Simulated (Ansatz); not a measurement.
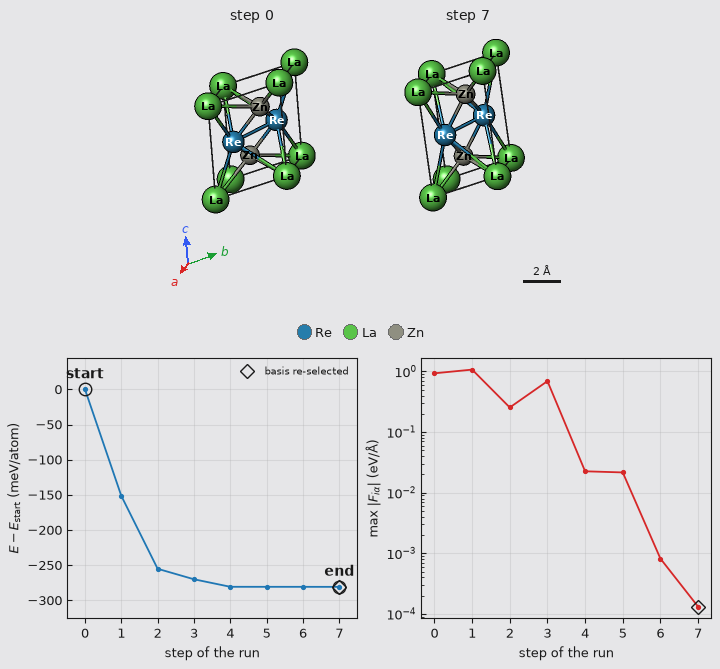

First and last geometry of a relaxation of a crystal of LaZn$_{2}$Re$_{2}$ (a generated structure, set up in I4/mmm), with the history of the run. Style: ball-and-stick. Shown: the cell of the calculation, slightly off an axis.

Theory: Ansatz 0.2.0, DFT, PAW plane waves, r2SCAN. Settings: plane-wave cutoff 500 eV; k-point mesh 5 × 5 × 5; occupations fermi dirac; smearing width 0.1 eV; no spin polarisation; cell and atoms relaxed; at most 40 steps.

What do the curves and the structures tell?

It converged. The largest moves relative to the cell, 0.21 Å, are those of Zn atoms. Re and La stay in place. The volume changes by −7.6 %, with a = b 4.253 → 3.843 Å (−9.7 %), c 6.232 → 6.749 Å (+8.3 %), α 70.0° → 73.5°, β 70.0° → 73.5°. Among the contacts that change: Re–Re 3.007 → 2.717 Å, La–Zn 3.289 → 3.010 Å, La–Re 3.460 → 3.638 Å, Re–Zn 2.545 → 2.628 Å. The space group stays I4/mmm (No. 139). Over 6 accepted moves (7 points after the start) the energy falls by 281 meV per atom. Largest force component: 0.93 eV/Å at the start, 0.00013 eV/Å at the end. Pressure: −5.55 GPa at the start and 0.00 GPa at the end. At 1 point the geometry stayed and the basis and grid were re-selected for the new cell (energy shift of 0.1 meV per atom at most each time). The run took about 50 core-seconds on a shared host.

| step | E − E(0), meV/atom | largest force component, eV/Å | pressure, GPa | volume, Å³/atom | note |
| --- | --- | --- | --- | --- | --- |
| 0 | 0.00 | 0.9311 | -5.55 | 19.746 |  |
| 1 | -151.43 | 1.0719 | 1.26 | 18.366 |  |
| 2 | -255.12 | 0.2544 | 1.80 | 17.950 |  |
| 3 | -270.05 | 0.6917 | 2.85 | 17.827 |  |
| 4 | -280.73 | 0.0225 | -0.20 | 18.270 |  |
| 5 | -280.77 | 0.0216 | 0.16 | 18.231 |  |
| 6 | -280.78 | 0.0008 | 0.00 | 18.246 |  |
| 7 | -280.83 | 0.0001 | 0.00 | 18.246 | same geometry, new basis |
